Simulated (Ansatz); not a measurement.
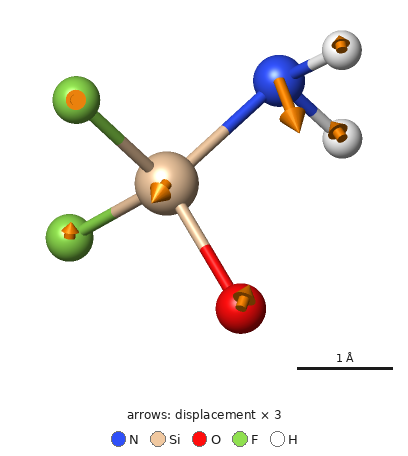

This is a relaxation of SiNH₂OF₂ (multiplicity 2) (coarse preliminary run). The starting structure is drawn; orange arrows show the displacements, magnified 3 times. The two geometries are superimposed by the best rigid fit.

The picture is a ball-and-stick view, seen from a free direction.

The start comes from a force field.

Theory: UKS PBE-D4/def2-SVP in Ansatz. (force threshold 0.03 eV/Å; at most 200 steps)

Which element moves most?

Nitrogen: up to 0.24 Å, against 0.11 Å for silicon.

What did the optimiser do to the structure, and how much energy did it gain?

Over 6 geometry steps the energy falls by 14.0 kcal/mol. The largest force component goes from 2.2 to 0.022 eV/Å. The N atom moves most after the best rigid fit: 0.24 Å. Largest moves by element: N 0.24 Å, Si 0.11 Å, O 0.10 Å, H 0.09 Å, F 0.08 Å. Among the contacts that change: O–Si 1.742 → 1.616 Å, F–Si 1.694 → 1.619 Å, H–N 1.089 → 1.026 Å, F–Si 1.662 → 1.619 Å. Among the angles between lasting bonds that change: Si–N–H 107.2° → 119.6°, N–Si–O 111.1° → 99.4°, H–N–H 101.7° → 111.1°.
